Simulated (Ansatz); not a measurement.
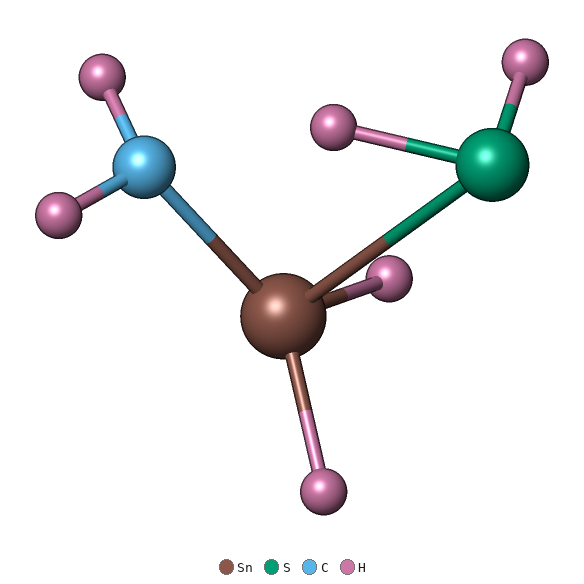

Sticks follow a distance rule. Harmonic vibrations computed with RKS PBE0-D4/def2-TZVP, core potentials on Sn (Ansatz 0.2.0) at a stationary point of the same level.

Q: Minimum or transition state?

A: A first-order saddle point: one imaginary frequency, 426i cm⁻¹.

Q: How many vibrational modes are there, and where do they lie?

A: 21 modes: 426i, 126, 232, 327, 361, 417, 490, 550, 565, 607, 683, 738, 814, 1227, 1356, 1533, 1930, 1944, 2722, 3120, 3221 cm⁻¹.
